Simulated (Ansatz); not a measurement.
Take NaCl in the rock salt structure (space group Fm-3m, No. 225; a = 5.6015 Å) as the base.

Perturbation: a hydrostatic pressure of 0.3 GPa.

Calculations: PBEsol/PAW in Ansatz (a quantum-chemistry and plane-wave program), no spin-orbit coupling.

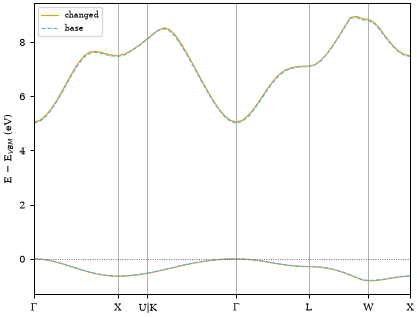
Highest valence and lowest conduction band along the path, each from its own valence-band maximum

Task: Read the changed gap and its character from the plot.

Result: About 5.1 eV, direct at Γ.

Load acts through the strain it causes; cell and atoms are relaxed under it. Stability against distortions was not tested.
